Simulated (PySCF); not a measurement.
```xyz
2

Si    0.0000    0.0000   -0.5169
C     0.0000    0.0000    1.2051
```

The calculation used PBE0/aug-pcseg-1, non-relativistic, at a bond length of 1.722 Å (PySCF 2.14.0).

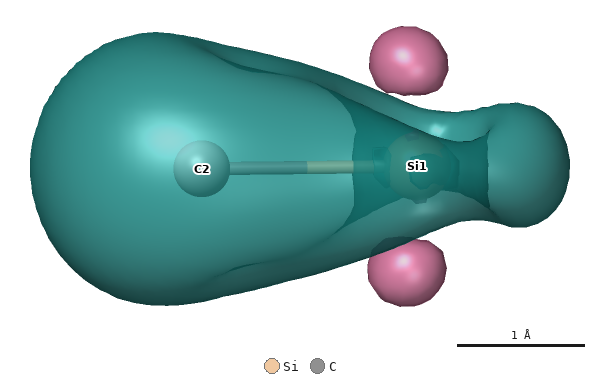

SiC (triplet). Isosurfaces of the spin density (α minus β) at +0.04 (teal) and −0.04 e/Å³ (pink), seen from one side.

Q: Which atoms carry the spin?

A: The unpaired spin (2 electrons) lies mostly on C2 (about 1.5) and Si1 (about 0.5), in electrons by Hirshfeld's partition.
